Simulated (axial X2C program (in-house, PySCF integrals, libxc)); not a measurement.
# Linear OSeO at several levels

How do method and spin–orbit coupling move the bonds and stretches of OSeO, held linear?

Program: an in-house X2C program for linear molecules on PySCF integrals. Level of theory: all-electron X2C, two-component (2c) or spin-free, O dyall-av3z, Se dyall-v3z. These are calculated values, not measurements.

All values are calculated.

2 further runs of the same task are left out: 2 set aside as unsound or not needed.

## (1) Input

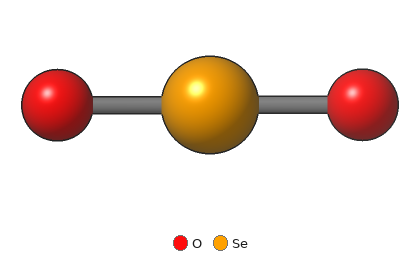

The atoms on one line, bonds 1.640 and 1.640 Å (oxygen red, selenium orange).

File task.json:

```json
{"zs": [8, 34, 8], "q": 0, "bas": ["dyall-av3z", "dyall-v3z", "dyall-av3z"], "r0": [1.64, 1.64], "symm": 1, "scan": ["PBE0", "HF", "r2SCAN"], "levels": ["PBE0", "HF", "BHandHLYP"], "nst": 2}
```

Keys: zs atomic numbers; q charge; bas basis sets; r0 starting distance in Å; symm equal bonds; scan levels of the two-bond scan; levels methods; nst determinants followed.

Run with:

```
> python solin.py task.json out
```

Masses O 15.995, Se 79.917, O 15.995 u.

## (2) Scan at PBE0, 2c

State: Ω = 0 (all partner blocks equally filled). Energies above the lowest point, from the job's result record:

```tsv
r(O–Se) (Å)	r(Se–O) (Å)	E (meV)
1.6136	1.6136	71.95
1.6136	1.6550	32.07
1.6136	1.6964	55.31
1.6550	1.6136	32.07
1.6550	1.6550	0.00
1.6550	1.6964	30.97
1.6550	1.7378	110.97
1.6964	1.6136	55.31
1.6964	1.6550	30.97
1.6964	1.6964	69.62
1.7378	1.6550	110.97
1.7378	1.7378	252.09
```

A quadratic surface with cubic terms in each bond gives the minimum at 1.654 and 1.654 Å, force constants 5.92, 5.92 and coupling 0.71 mdyn/Å.

## (3) Scan at r2SCAN, 2c

State: Ω = 0 (all partner blocks equally filled). Energies above the lowest point, from the job's result record:

```tsv
r(O–Se) (Å)	r(Se–O) (Å)	E (meV)
1.6136	1.6136	142.06
1.6136	1.6550	69.23
1.6136	1.6964	59.33
1.6550	1.6136	69.23
1.6550	1.6550	3.19
1.6550	1.6964	0.00
1.6550	1.7378	45.93
1.6964	1.6136	59.33
1.6964	1.6550	0.00
1.6964	1.6964	3.44
1.7378	1.6550	45.93
1.7378	1.7378	114.57
```

A quadratic surface with cubic terms in each bond gives the minimum at 1.675 and 1.675 Å, force constants 5.24, 5.24 and coupling 0.62 mdyn/Å.

## (4) Scan at PBE0, spin-free

State: M_S = 0, Λ = 0 (closed shell). Energies above the lowest point, from the job's result record:

```tsv
r(O–Se) (Å)	r(Se–O) (Å)	E (meV)
1.6136	1.6136	70.98
1.6136	1.6550	31.57
1.6136	1.6964	55.23
1.6550	1.6136	31.57
1.6550	1.6550	0.00
1.6550	1.6964	31.44
1.6550	1.7378	111.87
1.6964	1.6136	55.23
1.6964	1.6550	31.44
1.6964	1.6964	70.58
1.7378	1.6550	111.87
1.7378	1.7378	254.00
```

A quadratic surface with cubic terms in each bond gives the minimum at 1.654 and 1.654 Å, force constants 5.92, 5.92 and coupling 0.72 mdyn/Å.

## (5) The levels side by side

| level | r(O–Se) (Å) | r(Se–O) (Å) | lower stretch (cm⁻¹) | upper stretch (cm⁻¹) |
| --- | --- | --- | --- | --- |
| PBE0, 2c | 1.654 | 1.654 | 839.0 | 879.5 |
| r2SCAN, 2c | 1.675 | 1.675 | 788.2 | 828.9 |
| PBE0, spin-free | 1.654 | 1.654 | 839.4 | 879.7 |
| r2SCAN, spin-free | 1.675 | 1.675 | 788.6 | 828.8 |

Scans not shown above were run alike.

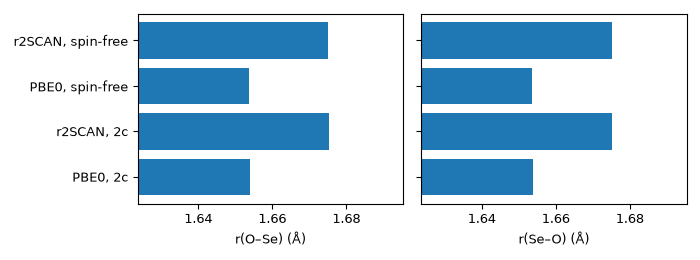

The two bond lengths by level.

In words: Over the levels the O–Se bond spans 1.654 to 1.675 Å and the Se–O bond 1.654 to 1.675 Å. At PBE0 spin–orbit coupling leaves both bonds unchanged to 0.001 Å. Each state is one determinant, the lowest of a limited PBE0 search; the stretches come from a fit to few points and are good to some per cent at best. The stretches are sorted by size, and where the two bonds are alike the symmetric and antisymmetric modes can swap order between levels. The molecule was held linear; bending was not examined, so a bent shape may lie lower.
